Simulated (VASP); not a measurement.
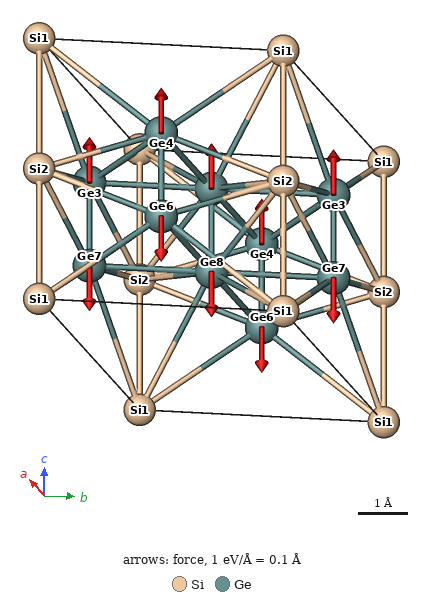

Starting geometry of solid SiGe₃ (a generated structure, set up in P6/mmm) with the computed forces as red arrows. Style: ball-and-stick. Shown: the cell of the calculation, from a free direction.

The run lets cell and atoms move.

These are results of Kohn-Sham DFT of a periodic cell, PBE, VASP PAW PBE potentials, recommended in VASP, not measurements.

The input:
```
SYSTEM = SiGe3
ALGO     = Fast           ! electronic algorithm
EDIFF    = 1E-4           ! SCF threshold, eV
EDIFFG   = -0.08          ! ionic threshold
ENCUT    = 520            ! plane-wave cutoff, eV
GGA      = PE             ! functional
IBRION   = 2              ! ionic algorithm
ISIF     = 3              ! what is computed and relaxed
ISMEAR   = 0              ! smearing method
LASPH    = .TRUE.         ! aspherical terms in the spheres
LCHARG   = .FALSE.        ! write CHGCAR
LREAL    = .FALSE.        ! projectors in reciprocal space
LWAVE    = .FALSE.        ! write WAVECAR
NELM     = 60             ! most SCF steps
NSW      = 24             ! ionic steps
PREC     = Normal         ! precision mode
SIGMA    = 0.15           ! smearing width, eV
```

Run as
```bash
cat potpaw_PBE.64/Si/POTCAR potpaw_PBE.64/Ge_d/POTCAR > POTCAR
mpirun -np 1 vasp_std > vasp.out
```

Is this structure relaxed? If not, where do the atoms go?

Answer. It isn't relaxed: the largest force vector, on Ge atoms, is 10.92 eV/Å. The atoms end up moving mostly along the starting forces (cosine between the two patterns 1.00). Over 22 geometry steps the energy falls by 1266 meV per atom. The largest force component goes from 11 to 0.035 eV/Å. The pressure goes from 40.38 to 0.27 GPa. The largest moves relative to the cell, 0.48 Å, are those of Ge atoms. Si stays in place. The volume changes by +5.2 %, with a = b 5.089 → 5.659 Å (+11.2 %), c 6.224 → 5.295 Å (−14.9 %). Among the contacts that change: Ge–Ge 4.236 → 2.636 Å, Ge–Ge 1.988 → 2.659 Å, Si–Si 3.112 → 2.647 Å, Ge–Si 2.732 → 3.126 Å. The space group stays P6/mmm (No. 191). At step 1 the optimiser overshot: the energy rose above the start, and later steps came back.
